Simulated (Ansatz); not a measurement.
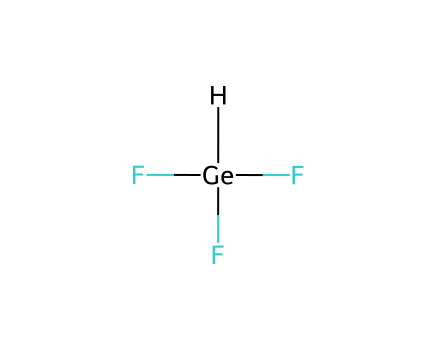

> Transcribe the drawing into SMILES.

[F][GeH]([F])[F]

> Give the formula, hydrogens included.

F3GeH.

> An optimisation with PBE0-D4/def2-TZVP gave a structure of which point group?

C3v.

The parts below concern this one geometry. Atoms keep their numbers from picture to picture. The geometry was computed by an optimisation with PBE0-D4/def2-TZVP.

**Shape**

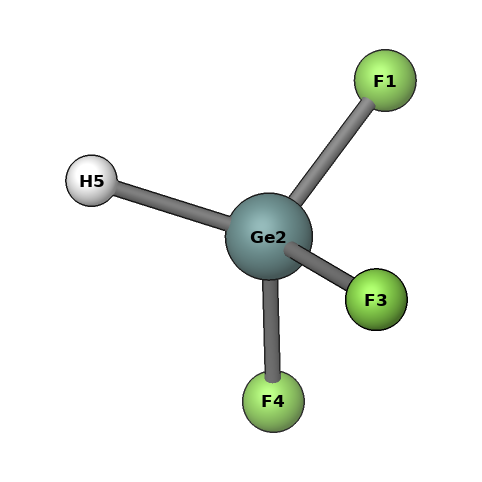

Which atoms are bonded, and how long are the bonds?

```csv
bond,length (Å)
F1–Ge2,1.707
Ge2–F3,1.707
Ge2–F4,1.707
Ge2–H5,1.516
```

**Vibrations**

Harmonic vibrations computed with RKS PBE0-D4/def2-TZVP (Ansatz 0.2.0) at a stationary point of the same level.

> How many vibrational modes are there, and where do they lie?

9 modes: 228, 228, 283, 703, 703, 739, 765, 765, 2272 cm⁻¹.

**Electronic properties**

Properties computed with RKS BHLYP-D4/def2-TZVPP (Ansatz 0.2.0).

Predict the main results.

- HOMO energy (Kohn–Sham orbital): −13.04 eV
- LUMO energy (Kohn–Sham orbital): 0.56 eV
- HOMO–LUMO gap: 13.60 eV

**Dipole moment**

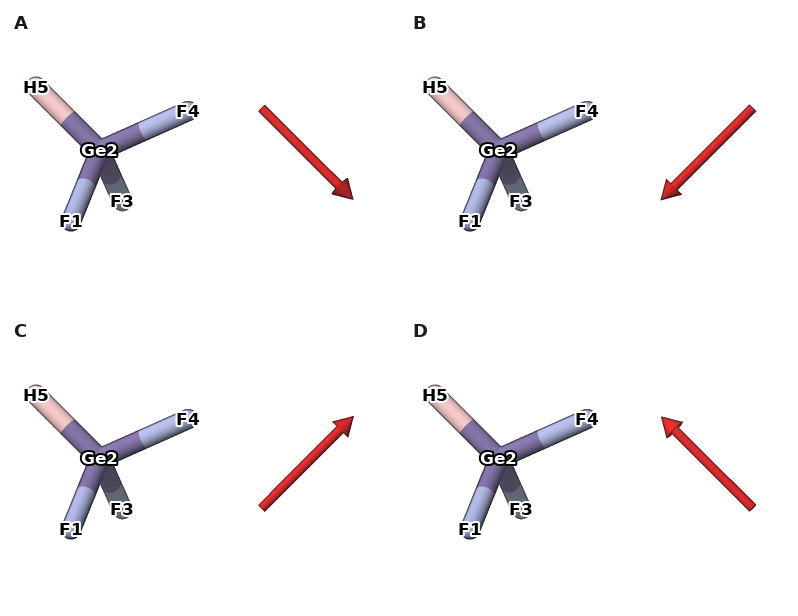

The same molecule four times, each with an arrow. Level of theory: RKS r2SCAN-D4/def2-TZVPP (Ansatz 0.2.0).

> Which arrow points along the dipole moment, from the negative to the positive end?

D. The dipole moment is 2.37 D; it points from the side of F1, F3, F4 to the side of H5 (the outermost atoms at the two ends).
